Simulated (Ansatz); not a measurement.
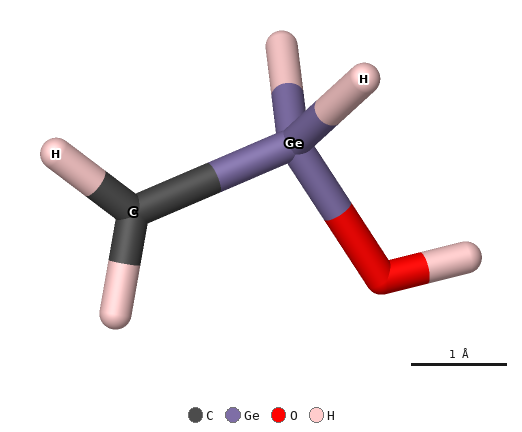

*The starting structure (stick view, seen at a tilt). Sticks mark near contacts.*

Bond lengths as drawn: C–Ge 1.91 Å, C–H 1.08 Å, Ge–H 1.55 Å, Ge–O 1.78 Å and H–O 0.96 Å.

CH5GeO: molecular dynamics (part 1 of 2)

The run: molecular dynamics of CH5GeO, multiplicity 2. Method and program: ROKS revPBE-d3bjatm/6-31G* (Ansatz 0.2.0).

The geometry comes from this level: PBE0-D4/def2-TZVP. Figures and captions count atoms from 1; the log counts them from 0 in places.

### What the program printed
```
Functional definition: revPBE
  name "revPBE"
  cite "Zhang & Yang, Phys. Rev. Lett. 80, 890 (1998) doi:10.1103/PhysRevLett.80.890"
  cite "Perdew, Burke & Ernzerhof, Phys. Rev. Lett. 77, 3865 (1996) doi:10.1103/PhysRevLett.77.3865"
  parameter kappa = 1.245
  parameter beta = 0.06672455060314922
  exchange = pbe_x(kappa = kappa, mu = beta*pi^2/3)
  correlation = pbe_c(beta = beta)
889 factors; their error is unknown
mean field evaluation 1: about -59660.8529 eV, gradient 6.5e1 eV
mean field evaluation 2: about -59619.5821 eV, gradient 1.5e2 eV
mean field evaluation 4: about -59668.7596 eV, gradient 9.6e0 eV
mean field evaluation 8: about -59668.9937 eV, gradient 1.6e-1 eV
mean field evaluation 16: about -59660.8233 eV, gradient 6.5e1 eV
mean field -59668.99370122 eV, -2192.7950734234 hartree, gradient 1.9e-5 eV, S^2 0.750000; 0 other end points of the search recorded, 0 dependent functions left out
the calculation of the forces begins
reference -59668.99374430 eV, -2192.7950750064 hartree; 26, 25 occupied and 49, 50 virtual orbitals, 889 factors
md step     0: t =     0.00 fs  T =   875.0 K  F+E_penalty+E_count = -59669.29673428 eV  E_kin = 0.904820 eV  (31 SCF iters)
these checks for a lower state are left out or cut short: starts, cluster_reference, orbital_swaps, neighbouring_geometries, increment
889 factors; their error is unknown
mean field -59668.99564746 eV, -2192.7951449464 hartree, gradient 1.3e-5 eV, S^2 0.750000; 0 other end points of the search recorded, 0 dependent functions left out
the calculation of the forces begins
reference -59668.99569006 eV, -2192.7951465116 hartree; 26, 25 occupied and 49, 50 virtual orbitals, 889 factors
md step     1: t =     1.00 fs  T =   879.8 K  F+E_penalty+E_count = -59669.29694248 eV  E_kin = 0.909807 eV  (30 SCF iters, 3 dispersion substeps)
[... from here on the SCF iterations and repeated set-up lines of each step are left out, up to the last step ...]
md step     2: t =     2.00 fs  T =   807.4 K  F+E_penalty+E_count = -59669.17744162 eV  E_kin = 0.834940 eV  (29 SCF iters, 3 dispersion substeps)
md step     3: t =     3.00 fs  T =   690.2 K  F+E_penalty+E_count = -59669.02605154 eV  E_kin = 0.713753 eV  (30 SCF iters, 3 dispersion substeps)
md step     4: t =     4.00 fs  T =   541.5 K  F+E_penalty+E_count = -59668.90799569 eV  E_kin = 0.560003 eV  (30 SCF iters, 3 dispersion substeps)
md step     5: t =     5.00 fs  T =   434.6 K  F+E_penalty+E_count = -59668.83315131 eV  E_kin = 0.449441 eV  (30 SCF iters, 3 dispersion substeps)
md step     6: t =     6.00 fs  T =   416.6 K  F+E_penalty+E_count = -59668.77893098 eV  E_kin = 0.430770 eV  (29 SCF iters, 3 dispersion substeps)
md step     7: t =     7.00 fs  T =   354.1 K  F+E_penalty+E_count = -59668.70218246 eV  E_kin = 0.366156 eV  (30 SCF iters, 3 dispersion substeps)
md step     8: t =     8.00 fs  T =   346.1 K  F+E_penalty+E_count = -59668.69034071 eV  E_kin = 0.357888 eV  (30 SCF iters, 3 dispersion substeps)
md step     9: t =     9.00 fs  T =   469.6 K  F+E_penalty+E_count = -59668.81373630 eV  E_kin = 0.485579 eV  (30 SCF iters, 3 dispersion substeps)
md step    10: t =    10.00 fs  T =   546.9 K  F+E_penalty+E_count = -59668.91473990 eV  E_kin = 0.565573 eV  (29 SCF iters, 3 dispersion substeps)
md step    11: t =    11.00 fs  T =   468.0 K  F+E_penalty+E_count = -59668.89996889 eV  E_kin = 0.483990 eV  (30 SCF iters, 3 dispersion substeps)
md step    12: t =    12.00 fs  T =   338.0 K  F+E_penalty+E_count = -59668.79568348 eV  E_kin = 0.349506 eV  (30 SCF iters, 3 dispersion substeps)
md step    13: t =    13.00 fs  T =   258.3 K  F+E_penalty+E_count = -59668.68994827 eV  E_kin = 0.267076 eV  (30 SCF iters, 3 dispersion substeps)
md step    14: t =    14.00 fs  T =   223.4 K  F+E_penalty+E_count = -59668.66940817 eV  E_kin = 0.231040 eV  (29 SCF iters, 3 dispersion substeps)
md step    15: t =    15.00 fs  T =   287.3 K  F+E_penalty+E_count = -59668.74760067 eV  E_kin = 0.297042 eV  (30 SCF iters, 3 dispersion substeps)
md step    16: t =    16.00 fs  T =   349.4 K  F+E_penalty+E_count = -59668.83924100 eV  E_kin = 0.361358 eV  (30 SCF iters, 3 dispersion substeps)
md step    17: t =    17.00 fs  T =   460.7 K  F+E_penalty+E_count = -59668.90562069 eV  E_kin = 0.476393 eV  (29 SCF iters, 3 dispersion substeps)
md step    18: t =    18.00 fs  T =   609.6 K  F+E_penalty+E_count = -59669.01032060 eV  E_kin = 0.630376 eV  (30 SCF iters, 3 dispersion substeps)
md step    19: t =    19.00 fs  T =   687.1 K  F+E_penalty+E_count = -59669.07392270 eV  E_kin = 0.710522 eV  (30 SCF iters, 3 dispersion substeps)
md step    20: t =    20.00 fs  T =   600.9 K  F+E_penalty+E_count = -59669.00446620 eV  E_kin = 0.621403 eV  (38 SCF iters, 3 dispersion substeps)
md step    21: t =    21.00 fs  T =   560.3 K  F+E_penalty+E_count = -59668.88607771 eV  E_kin = 0.579411 eV  (30 SCF iters, 3 dispersion substeps)
md step    22: t =    22.00 fs  T =   513.3 K  F+E_penalty+E_count = -59668.83599014 eV  E_kin = 0.530818 eV  (30 SCF iters, 3 dispersion substeps)
md step    23: t =    23.00 fs  T =   557.6 K  F+E_penalty+E_count = -59668.89120730 eV  E_kin = 0.576569 eV  (30 SCF iters, 3 dispersion substeps)
md step    24: t =    24.00 fs  T =   699.8 K  F+E_penalty+E_count = -59668.98053896 eV  E_kin = 0.723672 eV  (30 SCF iters, 3 dispersion substeps)
md step    25: t =    25.00 fs  T =   708.7 K  F+E_penalty+E_count = -59668.93900569 eV  E_kin = 0.732844 eV  (30 SCF iters, 3 dispersion substeps)
md step    26: t =    26.00 fs  T =   629.0 K  F+E_penalty+E_count = -59668.81803593 eV  E_kin = 0.650418 eV  (29 SCF iters, 3 dispersion substeps)
md step    27: t =    27.00 fs  T =   701.1 K  F+E_penalty+E_count = -59668.89324407 eV  E_kin = 0.724964 eV  (30 SCF iters, 3 dispersion substeps)
md step    28: t =    28.00 fs  T =   777.8 K  F+E_penalty+E_count = -59668.97672285 eV  E_kin = 0.804341 eV  (30 SCF iters, 3 dispersion substeps)
md step    29: t =    29.00 fs  T =   607.1 K  F+E_penalty+E_count = -59668.90107242 eV  E_kin = 0.627790 eV  (30 SCF iters, 3 dispersion substeps)
these checks for a lower state are left out or cut short: starts, cluster_reference, orbital_swaps, neighbouring_geometries, increment
889 factors; their error is unknown
mean field -59668.49412637 eV, -2192.7767143861 hartree, gradient 1.5e-5 eV, S^2 0.750000; 0 other end points of the search recorded, 0 dependent functions left out
the calculation of the forces begins
reference -59668.49417094 eV, -2192.7767160241 hartree; 26, 25 occupied and 49, 50 virtual orbitals, 889 factors
889 factors; their error is unknown
mean field evaluation 256: about -59668.5257 eV, gradient 1.4e-1 eV
mean field -59668.49412637 eV, -2192.7767143861 hartree, gradient 1.5e-5 eV, S^2 0.750000; 1 other end points of the search recorded, 0 dependent functions left out
the calculation of the forces begins
reference -59668.49417094 eV, -2192.7767160241 hartree; 26, 25 occupied and 49, 50 virtual orbitals, 889 factors
md step    30: t =    30.00 fs  T =   571.2 K  F+E_penalty+E_count = -59668.78966342 eV  E_kin = 0.590711 eV  (34 SCF iters, 3 dispersion substeps)
```

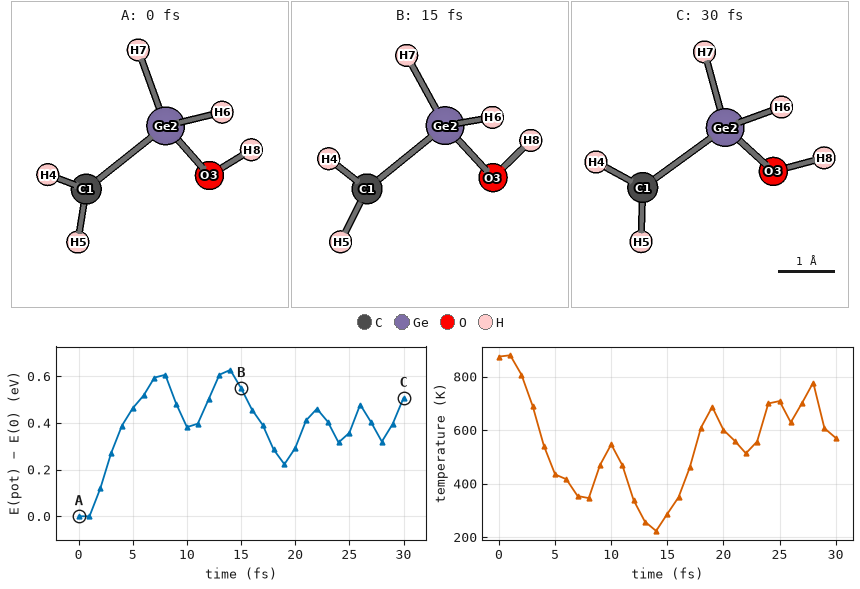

*Frames of the molecular dynamics (ball-and-stick, seen at a tilt) above the curves, on which the letters mark them.*

The trajectory kept here has 31 frames over 30 fs. The temperature starts at 875 K, ranges from 223 to 880 K and averages 583 K over the second half. The potential energy ends 0.507 eV above its first value. After an unweighted best fit of the last frame on the first, the root-mean-square displacement is 0.15 Å.

```
Total energy: -59668.78970799 eV, -2192.7875768104 hartree
Atom 0 at    -1.002338     0.627842    -0.873988 Å, force     0.818870    -0.547549     0.542362 eV/Å
Atom 1 at     0.578172     0.008160     0.078437 Å, force     0.619041    -0.941888     0.213248 eV/Å
Atom 2 at     0.184514    -1.339929     1.235373 Å, force     0.030755    -1.445350     1.875985 eV/Å
Atom 3 at    -0.912106     1.125647    -1.848026 Å, force    -0.262425    -0.088674     0.190405 eV/Å
Atom 4 at    -1.914713     0.176748    -0.496436 Å, force    -0.570463     0.185179    -0.318289 eV/Å
Atom 5 at     1.333112     1.077063     0.827580 Å, force     0.293476     0.954662     0.510431 eV/Å
Atom 6 at     1.672307    -0.653344    -0.787778 Å, force     0.143250     0.025810    -0.651651 eV/Å
Atom 7 at     0.769681    -1.776592     1.990811 Å, force    -1.072504     1.857810    -2.362491 eV/Å
Dipole moment:     0.069145     0.118752    -0.037982 e Å
```

### Trajectory as extended XYZ (Å, eV, eV/Å), 31 frames, from step=0 to step=30
```
8
Properties=species:S:1:pos:R:3:forces:R:3 step=0 time_fs=0.0 energy=-59669.29673 temperature=875.0
C    -1.0593    0.5543   -0.8124    0.0452  -0.0072   0.0169
Ge    0.5644    0.0583    0.0583    0.1730   0.2421  -0.1952
O     0.0677   -1.2228    1.1967   -1.0862  -0.3555   0.0801
H    -1.1024    1.3131   -1.5852   -0.0074   0.2558  -0.2592
H    -1.9948    0.0757   -0.5453   -0.2976  -0.1591   0.0923
H     1.2005    1.2296    0.8420    0.1686   0.3118   0.1267
H     1.6181   -0.5004   -0.9255    0.2603  -0.0687  -0.2634
H     0.7981   -1.5647    1.7156    0.7442  -0.2193   0.4018
8
Properties=species:S:1:pos:R:3:forces:R:3 step=1 time_fs=1.0 energy=-59669.29694 temperature=879.8
C    -1.0618    0.5609   -0.8053    0.2531  -0.1941   0.2149
Ge    0.5650    0.0585    0.0581    0.6455   0.3411  -0.3321
O     0.0595   -1.2320    1.1986    0.4122  -0.7347   0.7284
H    -1.0640    1.3010   -1.5830   -0.0816   0.5219  -0.5519
H    -2.0044    0.0938   -0.5585   -0.3959  -0.2030   0.1260
H     1.1843    1.2707    0.8733    0.0042  -0.1843  -0.1851
H     1.6497   -0.4820   -0.9977   -0.2906   0.1963   0.3701
H     0.8476   -1.5652    1.7039   -0.5469   0.2568  -0.3703
8
Properties=species:S:1:pos:R:3:forces:R:3 step=2 time_fs=2.0 energy=-59669.17744 temperature=807.4
C    -1.0642    0.5676   -0.7993    0.3599  -0.2438   0.2572
Ge    0.5659    0.0588    0.0585    0.8700   0.4857  -0.3864
O     0.0497   -1.2412    1.2004    1.6306  -0.9139   1.0755
H    -1.0244    1.2929   -1.5863   -0.1420   0.5942  -0.6526
H    -2.0180    0.1142   -0.5717   -0.3886  -0.1925   0.1265
H     1.1674    1.3136    0.9012   -0.1081  -0.6008  -0.4358
H     1.6782   -0.4608   -1.0637   -0.6621   0.3386   0.8406
H     0.8912   -1.5665    1.6888   -1.5597   0.5325  -0.8249
8
Properties=species:S:1:pos:R:3:forces:R:3 step=3 time_fs=3.0 energy=-59669.02605 temperature=690.2
C    -1.0660    0.5735   -0.7948    0.3774  -0.0377  -0.0164
Ge    0.5668    0.0590    0.0593    0.8936   0.6449  -0.3841
O     0.0410   -1.2497    1.2028    2.3774  -0.8797   1.0801
H    -0.9814    1.2886   -1.6014   -0.2364   0.3466  -0.4029
H    -2.0354    0.1355   -0.5857   -0.2515  -0.1180   0.0915
H     1.1494    1.3522    0.9265   -0.1690  -0.9123  -0.6169
H     1.7017   -0.4344   -1.1199   -0.8870   0.3861   1.1578
H     0.9246   -1.5628    1.6638   -2.1044   0.5700  -0.9091
8
Properties=species:S:1:pos:R:3:forces:R:3 step=4 time_fs=4.0 energy=-59668.90800 temperature=541.5
C    -1.0669    0.5776   -0.7915    0.2760   0.2493  -0.4518
Ge    0.5677    0.0589    0.0603    0.7751   0.7726  -0.3379
O     0.0351   -1.2580    1.2061    2.5792  -0.6443   0.7903
H    -0.9330    1.2890   -1.6205   -0.4184  -0.0689   0.0562
H    -2.0558    0.1509   -0.5985    0.0780   0.0498   0.0001
H     1.1287    1.3836    0.9473   -0.1831  -1.1196  -0.7309
H     1.7172   -0.4060   -1.1619   -0.9978   0.3761   1.3475
H     0.9412   -1.5514    1.6292   -2.1090   0.3851  -0.6734
8
Properties=species:S:1:pos:R:3:forces:R:3 step=5 time_fs=5.0 energy=-59668.83315 temperature=434.6
C    -1.0673    0.5801   -0.7880    0.2201   0.5434  -0.9153
Ge    0.5686    0.0589    0.0614    0.5614   0.8414  -0.2949
O     0.0316   -1.2665    1.2104    2.1467  -0.2125   0.2591
H    -0.8876    1.2901   -1.6386   -0.6320  -0.4616   0.5201
H    -2.0746    0.1644   -0.6123    0.3779   0.1850  -0.0692
H     1.1043    1.4074    0.9568   -0.1553  -1.2353  -0.7719
H     1.7222   -0.3786   -1.1905   -1.0336   0.3392   1.4532
H     0.9370   -1.5327    1.5929   -1.4852   0.0004  -0.1812
8
Properties=species:S:1:pos:R:3:forces:R:3 step=6 time_fs=6.0 energy=-59668.77893 temperature=416.6
C    -1.0664    0.5827   -0.7837    0.2240   0.7435  -1.2703
Ge    0.5692    0.0592    0.0625    0.3142   0.8439  -0.2367
O     0.0311   -1.2754    1.2154    0.9254   0.4021  -0.5088
H    -0.8485    1.2847   -1.6524   -0.7916  -0.6706   0.8042
H    -2.0889    0.1830   -0.6307    0.5363   0.2261  -0.0724
H     1.0771    1.4227    0.9548   -0.0998  -1.2807  -0.7544
H     1.7164   -0.3530   -1.2039   -1.0162   0.2895   1.4927
H     0.9164   -1.5126    1.5603   -0.0924  -0.5538   0.5459
8
Properties=species:S:1:pos:R:3:forces:R:3 step=7 time_fs=7.0 energy=-59668.70218 temperature=354.1
C    -1.0645    0.5851   -0.7805    0.2593   0.7776  -1.3925
Ge    0.5701    0.0596    0.0633    0.0381   0.7910  -0.1350
O     0.0326   -1.2860    1.2210   -0.8852   1.1072  -1.4026
H    -0.8152    1.2740   -1.6552   -0.8767  -0.6592   0.8249
H    -2.0972    0.2005   -0.6545    0.5820   0.2110  -0.0370
H     1.0541    1.4301    0.9467   -0.0425  -1.2817  -0.7069
H     1.7005   -0.3303   -1.2033   -0.9447   0.2294   1.4669
H     0.8934   -1.4975    1.5310    1.8698  -1.1753   1.3821
8
Properties=species:S:1:pos:R:3:forces:R:3 step=8 time_fs=8.0 energy=-59668.69034 temperature=346.1
C    -1.0618    0.5869   -0.7792    0.4575   0.7846  -1.3766
Ge    0.5711    0.0604    0.0641   -0.2579   0.6622  -0.0202
O     0.0327   -1.2962    1.2261   -1.6521   1.4628  -1.7926
H    -0.7905    1.2621   -1.6504   -0.8725  -0.5180   0.6756
H    -2.0950    0.2182   -0.6837    0.3619   0.0906   0.0451
H     1.0380    1.4252    0.9287    0.0231  -1.1940  -0.5987
H     1.6764   -0.3077   -1.1928   -0.8120   0.1471   1.3672
H     0.8895   -1.4941    1.5124    2.7520  -1.4352   1.7002
8
Properties=species:S:1:pos:R:3:forces:R:3 step=9 time_fs=9.0 energy=-59668.81374 temperature=469.6
C    -1.0578    0.5884   -0.7795    0.6242   0.7669  -1.3004
Ge    0.5723    0.0610    0.0648   -0.6136   0.4416   0.1138
O     0.0313   -1.3048    1.2306   -0.4085   1.2742  -1.4421
H    -0.7752    1.2510   -1.6451   -0.7849  -0.3335   0.4713
H    -2.0893    0.2370   -0.7165    0.0678  -0.0616   0.1405
H     1.0226    1.4071    0.9002    0.1248  -0.9649  -0.3954
H     1.6430   -0.2800   -1.1729   -0.5784   0.0214   1.1515
H     0.9119   -1.5051    1.5108    1.5685  -1.1440   1.2609
8
Properties=species:S:1:pos:R:3:forces:R:3 step=10 time_fs=10.0 energy=-59668.91474 temperature=546.9
C    -1.0530    0.5900   -0.7818    0.5440   0.5876  -1.0590
Ge    0.5736    0.0617    0.0657   -1.0828   0.1025   0.2611
O     0.0303   -1.3116    1.2338    1.4057   0.8891  -0.8918
H    -0.7686    1.2386   -1.6376   -0.6012  -0.0410   0.1239
H    -2.0871    0.2573   -0.7498   -0.0850  -0.1709   0.2325
H     1.0064    1.3768    0.8672    0.2763  -0.5550  -0.0830
H     1.6029   -0.2476   -1.1476   -0.2273  -0.1477   0.7963
H     0.9472   -1.5241    1.5201   -0.2297  -0.6645   0.6200
8
Properties=species:S:1:pos:R:3:forces:R:3 step=11 time_fs=11.0 energy=-59668.89997 temperature=468.0
C    -1.0476    0.5914   -0.7844    0.2549   0.3198  -0.7446
Ge    0.5741    0.0627    0.0670   -1.6399  -0.3662   0.4404
O     0.0316   -1.3171    1.2362    2.6694   0.5786  -0.4833
H    -0.7702    1.2275   -1.6303   -0.3604   0.2939  -0.2830
H    -2.0869    0.2753   -0.7802   -0.1107  -0.2403   0.3235
H     0.9924    1.3412    0.8339    0.4683   0.0209   0.3248
H     1.5600   -0.2168   -1.1194    0.2322  -0.3424   0.2968
H     0.9786   -1.5451    1.5366   -1.5139  -0.2643   0.1254
```
